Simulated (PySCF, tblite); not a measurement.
# C₃H₄BNO₄: geometry, infrared bands and NMR shifts

What infrared bands and NMR shifts should C₃H₄BNO₄ (`N#C[C@@H]1OCOB(O)O1`) show?

Programs: tblite 0.8.0 and PySCF 2.14.0, with density-fitted response routines of our own. Each step states its level of theory. These are calculated values for one molecule in the gas phase, unless marked as measured. Atoms are numbered from 0 throughout.

## (1) Starting geometry

13 atoms, charge 0, multiplicity 1; geometry from: force field or distance geometry start.

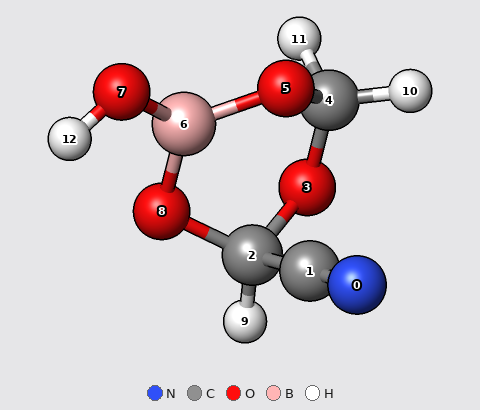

The starting geometry (nitrogen blue, carbon grey, oxygen red, boron pink, hydrogen white), atoms numbered.

## (2) Optimising the geometry with GFN2-xTB

Job settings and geometry (Å):

```
{"job": {"kind": "relax", "xc": "GFN2-xTB", "basis": "xTB"}, "charge": 0, "multiplicity": 1}
N      2.116700    -0.246300     1.465200
C      1.595700    -0.139900     0.410500
C      0.971600    -0.001200    -0.903000
O      0.354900     1.265500    -0.901900
C     -0.540700     1.454000     0.134200
O     -0.795800     0.341700     0.920900
B     -0.908200    -0.847000     0.078500
O     -1.531700    -2.001500     0.701800
O     -0.025100    -0.967400    -1.069400
H      1.692000     0.010900    -1.714800
H     -0.204400     2.262000     0.827700
H     -1.523700     1.733200    -0.336900
H     -1.205700    -2.863600     0.369600
```

Started as:

```
OMP_NUM_THREADS=1 python probes_run.py task.json out
```

One launch serves the whole session: the jobs run in the order shown.

**Question.** This job is followed by: GFN2-xTB harmonic vibrations, gas phase; GIAO PBE0/pcSseg-1 NMR shielding, non-relativistic, gas phase. Predict these results of the whole session: strongest single infrared mode (GFN2-xTB); zero-point energy (GFN2-xTB); 13C shifts against TMS (PBE0/pcSseg-1); 1H shifts against TMS (PBE0/pcSseg-1); 15N shifts against NH3 (PBE0/pcSseg-1); 17O shifts against H2O (PBE0/pcSseg-1); 11B shifts against BF3·OEt2 (PBE0/pcSseg-1).

The runs gave:

| quantity | value |
| --- | --- |
| strongest single infrared mode (GFN2-xTB) | 1181 cm⁻¹, 405 km/mol |
| zero-point energy (GFN2-xTB) | 52.5 kcal/mol |
| 13C shifts against TMS (PBE0/pcSseg-1) | 118.7, 90.1, 87.1 ppm |
| 1H shifts against TMS (PBE0/pcSseg-1) | 5.90, 5.87, 5.55, 3.66 ppm |
| 15N shifts against NH3 (PBE0/pcSseg-1) | 311.2 ppm |
| 17O shifts against H2O (PBE0/pcSseg-1) | 128.5, 118.1, 116.6, 92.2 ppm |
| 11B shifts against BF3·OEt2 (PBE0/pcSseg-1) | 14.3 ppm |

Over 62 steps the energy fell by 1.199 eV; of the close pairs, B6–O7 changed most, 1.453 to 1.340 Å. All 33 modes are real, so the xTB geometry is a minimum. The strongest single mode, at 1181 cm⁻¹, is carried by B6, H9, O3, H11. Unscaled tight-binding wavenumbers are off by several per cent, some by more. Its intensities can rank the bands wrongly. The most deshielded carbon is C1 (nitrile carbon), at 118.7 ppm: typical of a nitrile. At PBE0/pcSseg-1: The widest tensor belongs to N0: span 498 ppm, with a paramagnetic part of -382 ppm.
